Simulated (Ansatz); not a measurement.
# SiH3 (doublet): correlated methods under varied settings at distance H1–H2 along a hydrogen transfer = 0.939 Å

Aim: run SiH3 (doublet) at one geometry under a spread of methods and options, and see what each costs and gives.

Computed with Ansatz 0.2.0, Gaussian basis. Level: the settings change from run to run.

7 further runs of the same task are left out: 1 for a mislabelled method, 6 that didn't finish.

### 1 The geometry

The geometry derives from fragments relaxed apart (PBE0/def2-TZVP) and kept rigid, so it is no stationary point. A hydrogen atom is moved between rigid fragments.

4 atoms, charge 0, spin multiplicity 2.

Atoms are counted from 1 here; the program's logs count them from 0.

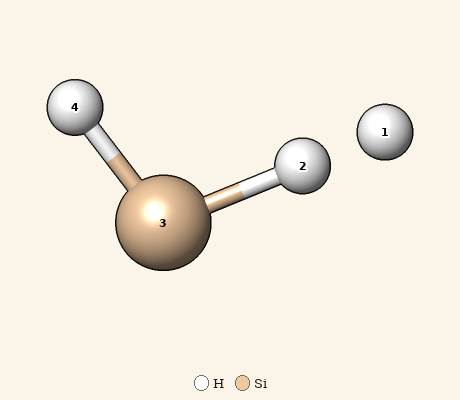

The structure; hydrogen white, silicon light orange; atoms are numbered from 1 in the order of the file.

### 2 HF/aug-cc-pVDZ

Contents of in.yaml:

```yaml
crystal:
  periodic: [false, false, false]
  atoms:
    - {symbol: H, position_ang: [-2.403713, 0.047936, 0.000000]}
    - {symbol: H, position_ang: [-1.464713, 0.047936, 0.000000]}
    - {symbol: Si, position_ang: [0.120287, 0.047936, 0.000000]}
    - {symbol: H, position_ang: [0.516721, -1.431577, 0.000000]}
basis:
  gaussian: {orbitals: aug-cc-pVDZ}
magnetization: {spin_polarized: true, initial_magnetization: 1}
hamiltonian: {xc: hf}
accuracy: high
output: {forces: true, orbitals: {seedname: orbitals}}
```

Started as:

```console
$ ansatz run in.yaml --threads 1 --pin off --events-out ev --progress --plain --max-ram 2393MiB
```

What it wrote:

```text
Functional definition: HF
  name "HF"
  cite "Fock, Z. Phys. 61, 126 (1930) doi:10.1007/BF01340294"
  parent pbe
  exchange = exact_x
  correlation = 0
993 factors; integrals over basis functions are off by at most 3.9e-9 eV
mean field evaluation 1: about -7904.4385 eV, gradient 6.6e0 eV
mean field evaluation 2: about -7904.4400 eV, gradient 6.6e0 eV
mean field evaluation 4: about -7905.0906 eV, gradient 6.3e-1 eV
mean field evaluation 8: about -7905.1006 eV, gradient 7.4e-2 eV
mean field evaluation 16: about -7905.1649 eV, gradient 8.7e-3 eV
mean field evaluation 32: about -7904.1572 eV, gradient 3.7e0 eV
mean field evaluation 64: about -7904.8089 eV, gradient 1.2e0 eV
mean field evaluation 96: about -7905.1110 eV, gradient 1.8e-3 eV
mean field evaluation 128: about -7905.1006 eV, gradient 6.3e-2 eV
mean field -7905.16491283 eV, -290.5094522331 hartree, gradient 1.0e-8 eV, S^2 1.098716; 7 other end points of the search recorded, 0 dependent functions left out
the calculation of the forces begins
reference -7905.16491283 eV, -290.5094522331 hartree; 9, 8 occupied and 45, 46 virtual orbitals, 993 factors
Total energy: -7905.16491283 eV, -290.5094522331 hartree
Atom 0 at    -2.403713     0.047936     0.000000 Å, force     1.937618    -0.414359    -0.000000 eV/Å
Atom 1 at    -1.464713     0.047936     0.000000 Å, force    -4.285818     0.490636     0.000000 eV/Å
Atom 2 at     0.120287     0.047936     0.000000 Å, force     2.578934    -0.260902    -0.000000 eV/Å
Atom 3 at     0.516721    -1.431577     0.000000 Å, force    -0.230734     0.184625    -0.000000 eV/Å
Dipole moment:    -0.160937     0.015490    -0.000000 e Å
```

Wall time 2 s (1 thread of Intel Xeon Platinum 8375C at 2.90GHz, shared host).

From the report: ⟨S²⟩ of the determinant 1.099 (pure doublet: 0.75).

### 3 CCSD(T)/6-31G

in.yaml, as its differences from that of step 2:

```diff
@@ -8,6 +8,5 @@
 basis:
-  gaussian: {orbitals: aug-cc-pVDZ}
+  gaussian: {orbitals: 6-31G}
 magnetization: {spin_polarized: true, initial_magnetization: 1}
-hamiltonian: {xc: hf}
-accuracy: high
-output: {forces: true, orbitals: {seedname: orbitals}}
+hamiltonian: {xc: {name: PBE0}}
+correlation: {method: ccsd_t, electrons: outside_noble_gas}
```

The command is unchanged.

What it wrote (excerpt; [...] marks lines left out):

```text
Functional definition: PBE0
  name "PBE0"
  cite "Adamo & Barone, J. Chem. Phys. 110, 6158 (1999) doi:10.1063/1.478522"
  cite "Perdew, Burke & Ernzerhof, Phys. Rev. Lett. 77, 3865 (1996) doi:10.1103/PhysRevLett.77.3865"
  parent pbe
[...]
236 factors; integrals over basis functions are off by at most 6.7e-4 eV
[...]
mean field -7917.43470118 eV, -290.9603586382 hartree, gradient 3.8e-6 eV, S^2 0.774613; 5 other end points of the search recorded, 0 dependent functions left out
5 core orbitals not correlated: weight in the atoms' cores, before any rotation towards them, 1.000 or more for the frozen orbitals, at most 0.000 for the correlated occupied ones
reference -7903.72620770 eV, -290.4565807948 hartree; 4, 3 occupied and 10, 11 virtual orbitals, 236 factors
second order -1.59332976 eV of doubles, -0.10620579 eV of singles
cycle   1  -2.07783518 eV  change   -3.8e-1 eV  update   6.2e-2
[...]
cycle  14  -2.32591001 eV  change    3.4e-7 eV  update   3.7e-6
perturbative correction -0.03060704 eV, -0.0011247881 hartree
Total energy: -7906.08272475 eV, -290.5431811992 hartree
```

Wall time 1.1 s (1 thread of Intel Xeon Platinum 8375C at 2.90GHz, shared host).

From the report: ⟨S²⟩ of the determinant 0.775 (pure doublet: 0.75); correlation -2.3565 eV; T1 0.016; largest double amplitude 0.13. The orbitals are Kohn-Sham ones, so correlation energy and T1 don't compare with those on Hartree-Fock orbitals.

### 4 BCCD on UHF/6-31G

in.yaml, as its differences from that of step 3:

```diff
@@ -8,5 +8,6 @@
 basis:
-  gaussian: {orbitals: 6-31G}
+  gaussian: {orbitals: 6-31G, fitting: {mean_field: def2-universal-jkfit}}
 magnetization: {spin_polarized: true, initial_magnetization: 1}
-hamiltonian: {xc: {name: PBE0}}
-correlation: {method: ccsd_t, electrons: outside_noble_gas}
+correlation: {method: bccd, electrons: outside_noble_gas}
+scf: {lower_state_search: off}
+output: {forces: true}
```

Same command.

What it wrote (excerpt; [...] marks lines left out):

```text
Functional definition: HF
  name "HF"
  cite "Fock, Z. Phys. 61, 126 (1930) doi:10.1007/BF01340294"
  parent pbe
[...]
182 factors; integrals over basis functions are off by at most 9.3e-2 eV
[...]
mean field -7903.96955840 eV, -290.4655237683 hartree, gradient 1.6e-6 eV, S^2 1.085973; 0 other end points of the search recorded, 0 dependent functions left out
5 core orbitals not correlated: weight in the atoms' cores, before any rotation towards them, 1.000 or more for the frozen orbitals, at most 0.000 for the correlated occupied ones
reference -7903.96955840 eV, -290.4655237683 hartree; 4, 3 occupied and 10, 11 virtual orbitals, 182 factors
second order -1.31235561 eV of doubles, -0.00000000 eV of singles
cycle   1  -1.70528660 eV  change   -3.9e-1 eV  update   6.6e-2
[...]
cycle  20  -2.11345806 eV  change    5.5e-7 eV  update   4.0e-7
[...]
Total energy: -7906.08301646 eV, -290.5431919192 hartree
Atom 0 at    -2.403713     0.047936     0.000000 Å, force     2.273266    -0.412987     0.000000 eV/Å
Atom 1 at    -1.464713     0.047936     0.000000 Å, force    -4.920982     0.397706     0.000000 eV/Å
Atom 2 at     0.120287     0.047936     0.000000 Å, force     2.735463     0.727108    -0.000000 eV/Å
Atom 3 at     0.516721    -1.431577     0.000000 Å, force    -0.087747    -0.711827    -0.000000 eV/Å
Dipole moment:    -0.244055    -0.073419    -0.000000 e Å
Checks for a lower state left out: starts, cluster_reference, orbital_swaps, neighbouring_geometries, increment
```

It took 0.33 s on 1 thread of Intel Xeon Platinum 8375C at 2.90GHz, shared host.

From the report: ⟨S²⟩ of the determinant 1.086 (pure doublet: 0.75); correlation -2.1135 eV; largest double amplitude 0.13.

### 5 MP2 on ROHF/def2-SVPD

Contents of in.yaml:

```yaml
crystal:
  periodic: [false, false, false]
  atoms:
    - {symbol: H, position_ang: [-2.403713, 0.047936, 0.000000]}
    - {symbol: H, position_ang: [-1.464713, 0.047936, 0.000000]}
    - {symbol: Si, position_ang: [0.120287, 0.047936, 0.000000]}
    - {symbol: H, position_ang: [0.516721, -1.431577, 0.000000]}
basis:
  gaussian: {orbitals: def2-SVPD}
magnetization: {spin_polarized: false, initial_magnetization: 1}
correlation: {method: mp2, electrons: all}
output: {forces: true}
```

Launched as before.

What it wrote (excerpt; [...] marks lines left out):

```text
Functional definition: HF
  name "HF"
  cite "Fock, Z. Phys. 61, 126 (1930) doi:10.1007/BF01340294"
  parent pbe
[...]
470 factors; integrals over basis functions are off by at most 1.1e-3 eV
[...]
mean field -7902.40919442 eV, -290.4081814498 hartree, gradient 1.1e-6 eV, S^2 0.750000; 5 other end points of the search recorded, 0 dependent functions left out
[...]
reference -7902.40919442 eV, -290.4081814498 hartree; 9, 8 occupied and 39, 40 virtual orbitals, 470 factors
second order -3.34167116 eV of doubles, -0.06987493 eV of singles
[...]
Total energy: -7905.82074051 eV, -290.5335534560 hartree
Atom 0 at    -2.403713     0.047936     0.000000 Å, force     2.786710    -0.455282     0.000000 eV/Å
Atom 1 at    -1.464713     0.047936     0.000000 Å, force    -4.884927     0.373658     0.000000 eV/Å
Atom 2 at     0.120287     0.047936     0.000000 Å, force     2.504454    -0.029739    -0.000000 eV/Å
Atom 3 at     0.516721    -1.431577     0.000000 Å, force    -0.406237     0.111363     0.000000 eV/Å
Dipole moment:    -0.238273     0.013978    -0.000000 e Å
```

Run time: 1.6 s. Hardware: 1 thread of Intel Xeon Platinum 8375C at 2.90GHz, shared host.

### 6 CASCI(3,6)/6-31G

in.yaml, as its differences from that of step 5:

```diff
@@ -8,5 +8,5 @@
 basis:
-  gaussian: {orbitals: def2-SVPD}
+  gaussian: {orbitals: 6-31G}
 magnetization: {spin_polarized: false, initial_magnetization: 1}
-correlation: {method: mp2, electrons: all}
+correlation: {active_space: {window: {electrons: 3, orbitals: 6}, fixed_orbitals: true}}
 output: {forces: true}
```

Same command.

What it wrote (excerpt; [...] marks lines left out):

```text
Functional definition: HF
  name "HF"
  cite "Fock, Z. Phys. 61, 126 (1930) doi:10.1007/BF01340294"
  parent pbe
[...]
236 factors; integrals over basis functions are off by at most 6.7e-4 eV
[...]
mean field -7903.83292260 eV, -290.4605024953 hartree, gradient 1.2e-6 eV, S^2 0.750000; 5 other end points of the search recorded, 0 dependent functions left out
reference -7903.83292260 eV, -290.4605024953 hartree; 9, 8 occupied and 10, 11 virtual orbitals, 236 factors
state -7904.10137885 eV, -290.4703680805 hartree
[...]
Total energy: -7904.10137885 eV, -290.4703680805 hartree
Atom 0 at    -2.403713     0.047936     0.000000 Å, force     3.192844    -0.439568    -0.000000 eV/Å
Atom 1 at    -1.464713     0.047936     0.000000 Å, force    -6.008506     0.453455    -0.000000 eV/Å
Atom 2 at     0.120287     0.047936     0.000000 Å, force     3.005008     0.265110     0.000000 eV/Å
Atom 3 at     0.516721    -1.431577     0.000000 Å, force    -0.189346    -0.278997    -0.000000 eV/Å
Dipole moment:    -0.276527    -0.045114    -0.000000 e Å
```

Wall time 0.24 s (1 thread of Intel Xeon Platinum 8375C at 2.90GHz, shared host).

From the report: 35 determinants; active occupations 1.96, 1.00, 0.03, 0.01, 0.00, 0.00.

### 7 NEVPT2(3,6)/def2-SVP

in.yaml, as its differences from that of step 6:

```diff
@@ -8,5 +8,5 @@
 basis:
-  gaussian: {orbitals: 6-31G}
+  gaussian: {orbitals: def2-SVP}
 magnetization: {spin_polarized: false, initial_magnetization: 1}
-correlation: {active_space: {window: {electrons: 3, orbitals: 6}, fixed_orbitals: true}}
-output: {forces: true}
+correlation: {method: sc_nevpt2, electrons: valence, active_space: {window: {electrons: 3, orbitals: 6}}}
+accuracy: high
```

The command is unchanged.

What it wrote:

```text
Functional definition: HF
  name "HF"
  cite "Fock, Z. Phys. 61, 126 (1930) doi:10.1007/BF01340294"
  parent pbe
  exchange = exact_x
  correlation = 0
575 factors; integrals over basis functions are off by at most 3.8e-9 eV
mean field evaluation 1: about -7901.8667 eV, gradient 8.7e0 eV
mean field evaluation 2: about -7901.8813 eV, gradient 8.8e0 eV
mean field evaluation 4: about -7902.3537 eV, gradient 5.1e-1 eV
mean field evaluation 8: about -7902.3560 eV, gradient 3.2e-4 eV
mean field evaluation 16: about -7901.4274 eV, gradient 7.2e0 eV
mean field evaluation 32: about -7902.0353 eV, gradient 2.5e0 eV
mean field -7902.35602028 eV, -290.4062273362 hartree, gradient 1.4e-8 eV, S^2 0.750000; 5 other end points of the search recorded, 0 dependent functions left out
reference -7902.35602028 eV, -290.4062273362 hartree; 9, 8 occupied and 24, 25 virtual orbitals, 575 factors
state -7903.36528198 eV, -290.4433170192 hartree
state -7903.36528198 eV, -290.4433170192 hartree; corrected -7905.49771104 eV, -290.5216823421 hartree
Total energy: -7905.49771104 eV, -290.5216823421 hartree
```

Wall time 2.2 s (1 thread of Intel Xeon Platinum 8375C at 2.90GHz, shared host).

From the report: 46 determinants; active occupations 1.92, 1.00, 0.05, 0.02, 0.01, 0.01.

### 8 CCSD(T) on UHF/def2-TZVP

Contents of in.yaml:

```yaml
crystal:
  periodic: [false, false, false]
  atoms:
    - {symbol: H, position_ang: [-2.403713, 0.047936, 0.000000]}
    - {symbol: H, position_ang: [-1.464713, 0.047936, 0.000000]}
    - {symbol: Si, position_ang: [0.120287, 0.047936, 0.000000]}
    - {symbol: H, position_ang: [0.516721, -1.431577, 0.000000]}
basis:
  gaussian: {orbitals: def2-TZVP, point_charges: [{charge: 0.50, position_ang: [4.509, -0.429, -0.356]}]}
magnetization: {spin_polarized: true, initial_magnetization: 1}
correlation: {method: ccsd_t, electrons: all, diis_vectors: 12}
scf: {lower_state_search: off}
```

Same command.

What it wrote (excerpt; [...] marks lines left out):

```text
Functional definition: HF
  name "HF"
  cite "Fock, Z. Phys. 61, 126 (1930) doi:10.1007/BF01340294"
  parent pbe
[...]
368 factors; integrals over basis functions are off by at most 1.0e-3 eV
[...]
mean field -7905.33244650 eV, -290.5156089822 hartree, gradient 3.8e-6 eV, S^2 1.101504; 0 other end points of the search recorded, 0 dependent functions left out
reference -7905.33244650 eV, -290.5156089822 hartree; 9, 8 occupied and 46, 47 virtual orbitals, 368 factors
second order -5.80739416 eV of doubles, -0.00000000 eV of singles
cycle   1  -6.36768990 eV  change   -5.6e-1 eV  update   7.8e-2
[...]
cycle  16  -6.86962042 eV  change   -6.2e-6 eV  update   2.1e-5
perturbative correction -0.18759174 eV, -0.0068938692 hartree
Total energy: -7912.38965866 eV, -290.7749567453 hartree
Checks for a lower state left out: stability, starts, cluster_reference, orbital_swaps, neighbouring_geometries, increment
```

Run time: 3.9 s. Hardware: 1 thread of Intel Xeon Platinum 8375C at 2.90GHz, shared host.

From the report: ⟨S²⟩ of the determinant 1.102 (pure doublet: 0.75); correlation -7.0572 eV; T1 0.052; largest double amplitude 0.10.

### 9 CCSDT(Q) on ROHF/6-31G

Contents of in.yaml:

```yaml
crystal:
  periodic: [false, false, false]
  atoms:
    - {symbol: H, position_ang: [-2.403713, 0.047936, 0.000000]}
    - {symbol: H, position_ang: [-1.464713, 0.047936, 0.000000]}
    - {symbol: Si, position_ang: [0.120287, 0.047936, 0.000000]}
    - {symbol: H, position_ang: [0.516721, -1.431577, 0.000000]}
basis:
  gaussian: {orbitals: 6-31G}
magnetization: {spin_polarized: false, initial_magnetization: 1}
correlation: {method: ccsdt_q, electrons: outside_noble_gas}
scf: {lower_state_search: light}
output: {forces: true}
```

Same command.

What it wrote (excerpt; [...] marks lines left out):

```text
Functional definition: HF
  name "HF"
  cite "Fock, Z. Phys. 61, 126 (1930) doi:10.1007/BF01340294"
  parent pbe
[...]
389 factors; integrals over basis functions are off by at most 8.4e-8 eV
[...]
mean field -7903.83296183 eV, -290.4605039367 hartree, gradient 1.1e-6 eV, S^2 0.750000; 6 other end points of the search recorded, 0 dependent functions left out
[...]
determinant -7903.83296183 eV, -290.4605039367 hartree, with singles and doubles -7906.08459470 eV, -290.5432499187 hartree
determinant -7903.35245387 eV, -290.4428455949 hartree, with singles and doubles -7905.52078401 eV, -290.5225302581 hartree
determinant -7900.74341816 eV, -290.3469653011 hartree, with singles and doubles -7902.94142561 eV, -290.4277405851 hartree
5 core orbitals not correlated: weight in the atoms' cores, before any rotation towards them, 1.000 or more for the frozen orbitals, at most 0.000 for the correlated occupied ones
reference -7903.83296183 eV, -290.4605039367 hartree; 4, 3 occupied and 10, 11 virtual orbitals, 389 factors
second order -1.51138583 eV of doubles, -0.02578966 eV of singles
cycle   1  -1.95832238 eV  change   -4.2e-1 eV  update   6.9e-2
[...]
cycle  20  -2.29264830 eV  change   -2.1e-7 eV  update   2.2e-7
perturbative correction -0.00129979 eV, -0.0000477664 hartree
[...]
Total energy: -7906.12690991 eV, -290.5448049740 hartree
Atom 0 at    -2.403713     0.047936     0.000000 Å, force     2.156363    -0.418100     0.000000 eV/Å
Atom 1 at    -1.464713     0.047936     0.000000 Å, force    -4.743592     0.428441     0.000000 eV/Å
Atom 2 at     0.120287     0.047936     0.000000 Å, force     2.651856     0.697437    -0.000000 eV/Å
Atom 3 at     0.516721    -1.431577     0.000000 Å, force    -0.064628    -0.707778    -0.000000 eV/Å
Dipole moment:    -0.233345    -0.067783    -0.000000 e Å
```

It took 7 s on 1 thread of Intel Xeon Platinum 8375C at 2.90GHz, shared host.

From the report: correlation -2.2939 eV; T1 0.025; largest double amplitude 0.14.

### 10 All runs side by side

Where basis and cores are those of an earlier FCI/6-31G run (-7906.1276 eV), and the state is the same kind, the miss against it is given.

```
                                           level         correlated  functions  energy (eV)  from FCI (meV)    time
                                  HF/aug-cc-pVDZ                            54   -7905.1649                     2 s
                CCSD(T)/6-31G (on PBE0 orbitals)  outside noble gas         19   -7906.0827            44.9   1.1 s
                               BCCD on UHF/6-31G  outside noble gas         19   -7906.0830            44.6  0.33 s
                           MP2 on ROHF/def2-SVPD                all         48   -7905.8207                   1.6 s
                                CASCI(3,6)/6-31G                            19   -7904.1014          2026.2  0.24 s
                            NEVPT2(3,6)/def2-SVP            valence         33   -7905.4977                   2.2 s
CCSD(T) on UHF/def2-TZVP (beside a point charge)                all         55   -7912.3897                   3.9 s
                          CCSDT(Q) on ROHF/6-31G  outside noble gas         19   -7906.1269             0.7     7 s
```

### 11 Results

```
quantity                        value
    runs                            8
quickest     CASCI(3,6)/6-31G, 0.24 s
 slowest  CCSDT(Q) on ROHF/6-31G, 7 s
```

In words: Total energies in different bases, with other cores or another treatment of relativity can't be set against each other. CCSDT(Q) on ROHF/6-31G took 29 times as long as CASCI(3,6)/6-31G; the jobs differ in more than the method. Among the correlated runs with a miss given, it spans +1 to +45 meV. Hartree-Fock, CASSCF and CASCI lack dynamic correlation by design. Cores frozen from Kohn-Sham orbitals shift the total energy.
